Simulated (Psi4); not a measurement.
# H3O+ (oxonium): a chain of runs

Wanted: a structure relaxation (singlet H3O+, SVWN-RPA/pcseg-1), then the energy (doublet [H3O]2+, USVWN-RPA/pcseg-1), then a geometry optimisation (doublet [H3O]2+, USVWN-RPA/pcseg-1), then the energy (singlet H3O+, SVWN-RPA/pcseg-1) of H3O. 

Program for the calculation: Psi4 1.11.

## 1. Starting point

The species is H3O+ (4 atoms), meant as a singlet with charge +1. SMILES: `[OH3+]`. Geometry: relaxed at GFN2-xTB. The run starts from this shape.

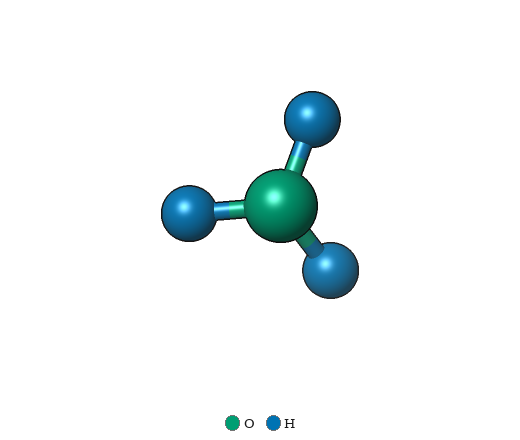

The structure, seen from a chosen angle (oxygen teal, hydrogen blue).

## 2. A structure relaxation at SVWN-RPA/pcseg-1 (density fitting) (run 1)

Contents of job.in:

```
memory 1600 mb

molecule {
  1 1
  O      0.196050    -0.061020    -0.056900
  H      0.214230     0.919440     0.016470
  H     -0.413410    -0.366620    -0.765680
  H      0.003130    -0.491800     0.806120
}

set {
  basis pcseg-1
}

optimize('svwn')
```

Command:

```console
$ psi4 -i job.in -o job.out -n 1
```

job.out:

```text
Psi4 1.11 release

gradient() will perform analytic gradient computation.

   => Loading Basis Set <=

    Name: PCSEG-1
    Role: ORBITAL
    Keyword: BASIS

         ---------------------------------------------------------
                                   SCF
                              RKS Reference
                        1 Threads,   1525 MiB Core
         ---------------------------------------------------------

  ==> Geometry <==

    Molecular point group: c1
    Full point group: C1

    Geometry (in Angstrom), charge = 1, multiplicity = 1:

       Center              X                  Y                   Z               Mass
    ------------   -----------------  -----------------  -----------------  -----------------
         O            0.041556430490    -0.012934319758    -0.012061539332    15.994914619570
         H            0.059736430490     0.967525680242     0.061308460668     1.007825032230
         H           -0.567903569510    -0.318534319758    -0.720841539332     1.007825032230
         H           -0.151363569510    -0.443714319758     0.850958460668     1.007825032230

  Running in c1 symmetry.

  Rotational constants: A =     10.90795  B =     10.90756  C =      6.28897 [cm^-1]
  Rotational constants: A = 327011.96844  B = 327000.42069  C = 188538.67727 [MHz]
  Nuclear repulsion =   13.886771327638634

  Charge       = 1
  Multiplicity = 1
  Electrons    = 10
  Nalpha       = 5
  Nbeta        = 5

  ==> Algorithm <==

  SCF Algorithm Type is DF.
  DIIS enabled.
  MOM disabled.
  Fractional occupation disabled.
  Guess Type is SAD.
  Energy threshold   = 1.00e-08
  Density threshold  = 1.00e-08
  Integral threshold = 1.00e-12

  ==> Primary Basis <==

  Basis Set: PCSEG-1
    Blend: PCSEG-1
    Number of shells: 15
    Number of basis functions: 29
    Number of Cartesian functions: 30
    Spherical Harmonics?: true
    Max angular momentum: 2

  ==> DFT Potential <==

   => LibXC <=

    Version 7.1.2

   => Composite Functional: SVWN <=

    Slater exchange
    Vosko, Wilk & Nusair (VWN5_RPA)

    Deriv               =              1
    GGA                 =          FALSE
    Meta                =          FALSE

    Exchange Hybrid     =          FALSE
    MP2 Hybrid          =          FALSE

   => Exchange Functionals <=

    1.0000         XC_LDA_X

   => Correlation Functionals <=

    1.0000   XC_LDA_C_VWN_RPA

   => LibXC Density Thresholds  <==

    XC_LDA_C_VWN_RPA:  1.00E-15
    XC_LDA_X:  1.00E-15

   => Molecular Quadrature <=

    Radial Scheme          =       TREUTLER
    Pruning Scheme         =           NONE
    Nuclear Scheme         =       TREUTLER

    Blocking Scheme        =         OCTREE
    BS radius alpha        =              1
    Pruning alpha          =              1
    Radial Points          =             75
    Spherical Points       =            302
    Total Points           =          88225
    Total Blocks           =            705
    Max Points             =            256
    Max Functions          =             29
    Weights Tolerance      =       1.00E-15

   => Loading Basis Set <=

    Name: (PCSEG-1 AUX)
    Role: JKFIT
    Keyword: DF_BASIS_SCF

  ==> Integral Setup <==

  DFHelper Memory: AOs need 0.001 GiB; user supplied 1.099 GiB.
  SCF_SUBTYPE=INCORE selected. In-core MEM_DF algorithm will be used.
  Using in-core AOs.

  ==> MemDFJK: Density-Fitted J/K Matrices <==

    J tasked:                   Yes
    K tasked:                    No
    wK tasked:                   No
    Memory [MiB]:              1125
    Algorithm:                 Core
    Schwarz Cutoff:           1E-12
    Mask sparsity (%):       0.0000
    Fitting Condition:        1E-10

   => Auxiliary Basis Set <=

  Basis Set: (PCSEG-1 AUX)
    Blend: DEF2-UNIVERSAL-JKFIT
    Number of shells: 43
    Number of basis functions: 131
    Number of Cartesian functions: 153
    Spherical Harmonics?: true
    Max angular momentum: 4

  Cached 100.0% of DFT collocation blocks in 0.018 [GiB].

  Minimum eigenvalue in the overlap matrix is 4.2132369752E-02.
  Reciprocal condition number of the overlap matrix is 9.8260369225E-03.
    Using symmetric orthogonalization.

  ==> Pre-Iterations <==

  SCF Guess: Superposition of Atomic Densities via on-the-fly atomic UHF (no occupation information).

   -------------------------
    Irrep   Nso     Nmo
   -------------------------
     A         29      29
   -------------------------
    Total      29      29
   -------------------------

  ==> Iterations <==

                           Total Energy        Delta E     RMS |[F,P]|

   @DF-RKS iter SAD:   -76.47840043475200   -7.64784e+01   0.00000e+00
   @DF-RKS iter   1:   -76.21072249130494    2.67678e-01   1.89541e-02 ADIIS/DIIS
   @DF-RKS iter   2:   -76.01191618024461    1.98806e-01   3.16851e-02 ADIIS/DIIS
   @DF-RKS iter   3:   -76.31187413034712   -2.99958e-01   1.71869e-03 ADIIS/DIIS
   @DF-RKS iter   4:   -76.31266060120771   -7.86471e-04   6.52491e-05 DIIS
   @DF-RKS iter   5:   -76.31266176510519   -1.16390e-06   1.85031e-05 DIIS
   @DF-RKS iter   6:   -76.31266186381417   -9.87090e-08   3.33390e-07 DIIS
   @DF-RKS iter   7:   -76.31266186385770   -4.35278e-11   2.18201e-08 DIIS
   @DF-RKS iter   8:   -76.31266186385788   -1.84741e-13   1.58317e-09 DIIS
  Energy and wave function converged.

  ==> Post-Iterations <==

   Electrons on quadrature grid:
      Ntotal   =    9.9999986518 ; deviation = -1.348e-06

    Orbital Energies [Eh]
    ---------------------

    Doubly Occupied:

       1A    -19.041668     2A     -1.376958     3A     -0.904058
       4A     -0.903959     5A     -0.707369

    Virtual:

[... 16 lines left out ...]
    Nuclear Repulsion Energy =             13.8867713276386340
[... 2 lines left out ...]
    DFT Exchange-Correlation Energy =      -9.0180650926045196
[... 2 lines left out ...]
    Total Energy =                        -76.3126618638578833
[... 16 lines left out ...]
 Dipole Z            :          0.0073822            0.1793975            0.1867797
[... 120 lines left out ...]
	Measures of convergence in internal coordinates in au.
[... 84 lines left out ...]
    Weights Tolerance      =       1.00E-15
[... 42 lines left out ...]
   @DF-RKS iter   1:   -76.31295755017017   -3.01185e-02   8.53338e-04 ADIIS/DIIS
[... 2 lines left out ...]
   @DF-RKS iter   4:   -76.31318259207183   -4.62601e-07   8.21101e-06 DIIS
[... 2 lines left out ...]
  Energy and wave function converged.
[... 16 lines left out ...]
    Nuclear Repulsion Energy =             13.7018013913372236
[... 2 lines left out ...]
    DFT Exchange-Correlation Energy =      -9.0027785205648190
[... 2 lines left out ...]
    Total Energy =                        -76.3131826120604586
[... 16 lines left out ...]
 Dipole Z            :          0.0078408            0.1775449            0.1853857
[... 89 lines left out ...]
	Measures of convergence in internal coordinates in au.
[... 73 lines left out ...]
    Weights Tolerance      =       1.00E-15
[... 22 lines left out ...]
   @DF-RKS iter   1:   -76.31318646767453   -2.33793e-03   8.17456e-05 DIIS
[... 2 lines left out ...]
   @DF-RKS iter   4:   -76.31318851894670   -1.70399e-08   7.13426e-07 DIIS
[... 8 lines left out ...]
    Final Occupation by Irrep:
[... 10 lines left out ...]
    One-Electron Energy =                -127.9997894969559127
[... 2 lines left out ...]
    Empirical Dispersion Energy =           0.0000000000000000
[... 16 lines left out ...]
 Dipole X            :         -0.0273359           -0.6080520           -0.6353878
[... 43 lines left out ...]
    Weights Tolerance      =       1.00E-15
[... 52 lines left out ...]
	   Step    Total Energy     Delta E     Max Force     RMS Force      Max Disp      RMS Disp
[... 88 lines left out ...]
                           Total Energy        Delta E     RMS |[F,P]|
[... 3 lines left out ...]
   @DF-RKS iter   2:   -76.31319046578965   -3.09277e-08   2.17966e-05 DIIS
[... 2 lines left out ...]
   @DF-RKS iter   5:   -76.31319060412827   -1.66267e-12   2.58049e-09 DIIS
[... 13 lines left out ...]
  @DF-RKS Final Energy:   -76.31319060412827
[... 5 lines left out ...]
    Two-Electron Energy =                  47.0019677158675009
[... 2 lines left out ...]
    VV10 Nonlocal Energy =                  0.0000000000000000
[... 16 lines left out ...]
 Dipole Y            :          0.0085686            0.1882134            0.1967820
[... 88 lines left out ...]
	                                 ==> Convergence Check <==
[... 8 lines left out ...]
	  Convergence Criteria     1.00e-06 *    3.00e-04 *             o    1.20e-03 *             o
[... 88 lines left out ...]
   @DF-RKS iter   0:   -76.31360115890273   -7.63136e+01   9.82553e-05
[... 2 lines left out ...]
   @DF-RKS iter   3:   -76.31319218852769   -1.41871e-07   1.22807e-05 DIIS
[... 2 lines left out ...]
  Energy and wave function converged.
[... 1 line left out ...]
  ==> Post-Iterations <==

   Electrons on quadrature grid:
      Ntotal   =   10.0000020624 ; deviation = 2.062e-06

    Orbital Energies [Eh]
    ---------------------

    Doubly Occupied:

       1A    -19.038979     2A     -1.366172     3A     -0.896294
       4A     -0.896279     5A     -0.700849

    Virtual:

       6A     -0.315782     7A     -0.218512     8A     -0.218505
       9A      0.135369    10A      0.135393    11A      0.190090
      12A      0.348129    13A      0.457368    14A      0.457370
[... 4 lines of this table left out ...]
      27A      2.859182    28A      2.976159    29A      2.976205

    Final Occupation by Irrep:
              A
    DOCC [     5 ]
    NA   [     5 ]
    NB   [     5 ]

  @DF-RKS Final Energy:   -76.31319223185619

   => Energetics <=

    Nuclear Repulsion Energy =             13.6894843946547429
    One-Electron Energy =                -128.0057060656411068
    Two-Electron Energy =                  47.0049749818302658
    DFT Exchange-Correlation Energy =      -9.0019455427000956
    Empirical Dispersion Energy =           0.0000000000000000
    VV10 Nonlocal Energy =                  0.0000000000000000
    Total Energy =                        -76.3131922318561919

Computation Completed

Properties will be evaluated at   0.000000,   0.000000,   0.000000 [a0]

Properties computed using the SCF density matrix

 Multipole Moments:

 ------------------------------------------------------------------------------------
     Multipole            Electronic (a.u.)      Nuclear  (a.u.)        Total (a.u.)
 ------------------------------------------------------------------------------------

 L = 1.  Multiply by 2.5417464519 to convert [e a0] to [Debye]
 Dipole X            :         -0.0277229           -0.5962558           -0.6239787
 Dipole Y            :          0.0086363            0.1859246            0.1945609
 Dipole Z            :          0.0080384            0.1727984            0.1808368
 Magnitude           :                                                    0.6781632

 ------------------------------------------------------------------------------------

	total time  =          0 seconds =       0.00 minutes

         ------------------------------------------------------------
                                   SCF GRAD
         ------------------------------------------------------------

  ==> Geometry <==

    Molecular point group: c1
    Full point group: C1

    Geometry (in Angstrom), charge = 1, multiplicity = 1:

       Center              X                  Y                   Z               Mass
    ------------   -----------------  -----------------  -----------------  -----------------
         O            0.040088423661    -0.012500380052    -0.011617857465    15.994914619570
         H            0.072648106890     0.981847875308     0.058919001987     1.007825032230
         H           -0.566575087428    -0.327975631149    -0.737694934771     1.007825032230
         H           -0.142305394309    -0.455482141458     0.863159761591     1.007825032230

  Nuclear repulsion =   13.689484394654743

   => Molecular Quadrature <=

    Radial Scheme          =       TREUTLER
    Pruning Scheme         =           NONE
    Nuclear Scheme         =       TREUTLER

    Blocking Scheme        =         OCTREE
    BS radius alpha        =              1
    Pruning alpha          =              1
    Radial Points          =             75
    Spherical Points       =            302
    Total Points           =          88246
    Total Blocks           =            718
    Max Points             =            256
    Max Functions          =             29
    Weights Tolerance      =       1.00E-15

  -Total Gradient:
     Atom            X                  Y                   Z
    ------   -----------------  -----------------  -----------------
       1        0.000015126793    -0.000022362629     0.000002402531
       2       -0.000008354183     0.000005837052    -0.000000581499
       3       -0.000004793030     0.000007075888    -0.000000790644
       4       -0.000002549954     0.000006327383    -0.000003483365

	total time  =          0 seconds =       0.00 minutes

    			-----------------------------------------

    			 OPTKING 3.0: for geometry optimizations

    			        with contributions from

    			-----------------------------------------

	                            ===> Fragment 1 <==

	 Z (Atomic Numbers)          Masses                          Geom
	       8.000000            15.994915          0.07575614 -0.02362229 -0.02195457
	       1.000000             1.007825          0.13728503  1.85542358  0.11134078
	       1.000000             1.007825         -1.07067174 -0.61978412 -1.39404139
	       1.000000             1.007825         -0.26891822 -0.86073650  1.63113555

	 - Coordinate -           - BOHR/RAD -       - ANG/DEG -
	 R(1,2)           =         1.884772           0.997379
	 R(1,3)           =         1.884762           0.997373
	 R(1,4)           =         1.884746           0.997365
[... 5 lines of this table left out ...]
	 O(4,1,2,3)       =         0.797599          45.699031

	        --- Internal Coordinate Step in ANG or DEG, aJ/ANG or AJ/DEG ---
	-------------------------------------------------------------------------------
	           Coordinate      Previous         Force          Change          New
	           ----------      --------        ------          ------        ------
	               R(1,2)       0.99738       -0.00005       -0.00001       0.99736
	               R(1,3)       0.99737       -0.00000       -0.00001       0.99737
	               R(1,4)       0.99736        0.00004       -0.00000       0.99736
[... 5 lines of this table left out ...]
	           O(4,1,2,3)      45.69903       -0.00000       -0.02669      45.67234
	-------------------------------------------------------------------------------

	                                 ==> Convergence Check <==

	Measures of convergence in internal coordinates in au.

	Criteria marked as inactive (o), active & met (*), and active & unmet ( ).

	----------------------------------------------------------------------------------------------
	   Step    Total Energy     Delta E     Max Force     RMS Force      Max Disp      RMS Disp
	----------------------------------------------------------------------------------------------
	  Convergence Criteria     1.00e-06 *    3.00e-04 *             o    1.20e-03 *             o
	----------------------------------------------------------------------------------------------
	     5     -76.31319223   -1.63e-06      6.68e-06 *    4.69e-06 o    4.99e-04 *    2.93e-04 o  ~
	----------------------------------------------------------------------------------------------

Next Geometry in Ang
	Fragment 1 (Ang)

	    O   0.0399678242  -0.0124504975  -0.0115878607
	    H   0.0727071817   0.9818806407   0.0589126157
	    H  -0.5665518598  -0.3280187805  -0.7377343080
	    H  -0.1422670972  -0.4555216401   0.8631755244

    Final optimized geometry and variables:
    Molecular point group: c1
    Full point group: C1

    Geometry (in Angstrom), charge = 1, multiplicity = 1:

    O            0.040088423661    -0.012500380052    -0.011617857465
    H            0.072648106890     0.981847875308     0.058919001987
    H           -0.566575087428    -0.327975631149    -0.737694934771
    H           -0.142305394309    -0.455482141458     0.863159761591

    Psi4 run time: 0:00:03.19

[set-up sections that repeat, and orbital energies of the middle runs, are left out above]
```

Standard output:

```text
Optimizer: Optimization complete!
```

It took 4.2 s on 1 thread of Intel Xeon 6975P-C (Granite Rapids), shared host; peak memory 0.24 GiB.

Step by step:

| step | energy from the first frame kept (eV) | largest force (eV/Å) |
| --- | --- | --- |
| 0 | 0.0000 | 0.6567 |
| 1 | -0.0142 | 0.0480 |
| 2 | -0.0143 | 0.0319 |
| 3 | -0.0144 | 0.0219 |
| 4 | -0.0144 | 0.0014 |

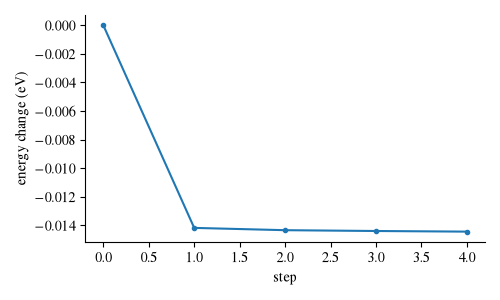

Energy along the run.

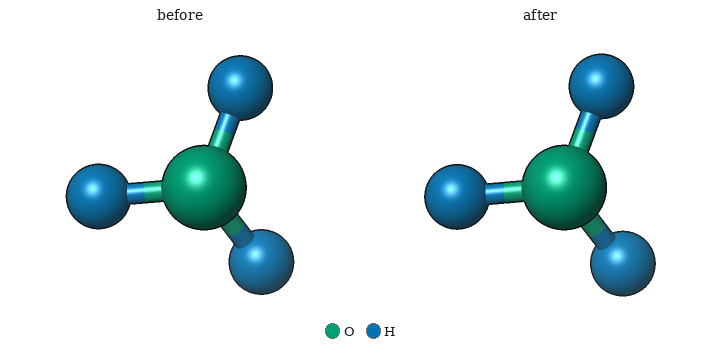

Before and after, at one scale.

After the run. Bond lengths: O1–H2 0.997 Å, O1–H3 0.997 Å, O1–H4 0.997 Å. Angles: H2–O1–H3 112.7°, H2–O1–H4 112.8°, H3–O1–H4 112.8°.

## 3. Doublet [H3O]2+: the energy at USVWN-RPA/pcseg-1 (density fitting) (run 2)

Contents of h3o.in:

```
memory 1600 MB

molecule {
  2 2
  O      0.194582    -0.060586    -0.056456
  H      0.227142     0.933762     0.014081
  H     -0.412082    -0.376061    -0.782533
  H      0.012188    -0.503568     0.818321
  symmetry c1
}

set {
  basis     pcseg-1
  reference uks
}

energy_value, wavefunction = energy('svwn', return_wfn=True)
print_variables()
```

Command:

```console
$ psi4 h3o.in h3o.out -n 1
```

h3o.out, cut to the lines that bear on the results:

```text
[...]
  Running in c1 symmetry.
[...]
  Nuclear repulsion =   13.689486600534192
[...]
  Multiplicity = 2
[...]
  Nalpha       = 5
  Nbeta        = 4
[...]
    Number of basis functions: 29
[...]
   @DF-UKS iter   1:   -75.36844284972587    1.09708e+00   3.45557e-03 ADIIS/DIIS
[...]
   @DF-UKS iter   7:   -75.37421038189316   -8.79908e-10   1.15069e-07 DIIS
[...]
   @S^2 Observed:                7.517549394E-01
[...]
    Orbital Energies [Eh]
    ---------------------
    Alpha Occupied:
       1A    -19.635813     2A     -1.897560     3A     -1.391281
       4A     -1.391266     5A     -1.289056
    Alpha Virtual:
       6A     -0.657636     7A     -0.574760     8A     -0.574747
       9A     -0.206688    10A     -0.206672    11A     -0.163346
      12A     -0.109943    13A      0.076011    14A      0.076013
      15A      0.534349    16A      0.578780    17A      0.578803
      18A      1.044628    19A      1.158023    20A      1.254248
      21A      1.254261    22A      1.494692    23A      1.494731
      24A      1.667896    25A      2.054012    26A      2.054047
[...]
  @DF-UKS Final Energy:   -75.37421038189316
   => Energetics <=
    Nuclear Repulsion Energy =             13.6894866005341918
    One-Electron Energy =                -122.4386648762883283
    Two-Electron Energy =                  41.9570351989619255
    DFT Exchange-Correlation Energy =      -8.5820673051009670
    Empirical Dispersion Energy =           0.0000000000000000
    VV10 Nonlocal Energy =                  0.0000000000000000
    Total Energy =                        -75.3742103818931639
[...]
 Multipole Moments:
 ------------------------------------------------------------------------------------
     Multipole            Electronic (a.u.)      Nuclear  (a.u.)        Total (a.u.)
 ------------------------------------------------------------------------------------
 L = 1.  Multiply by 2.5417464519 to convert [e a0] to [Debye]
 Dipole X            :          0.0262818           -0.5962561           -0.5699743
 Dipole Y            :         -0.0081881            0.1859244            0.1777363
 Dipole Z            :         -0.0076223            0.1727981            0.1651758
 Magnitude           :                                                    0.6194707
[...]
```

Run time: 1.7 s. Hardware: 1 thread of Intel Xeon 6975P-C (Granite Rapids), shared host; peak memory 0.21 GiB.

[end of part 1 of 2]
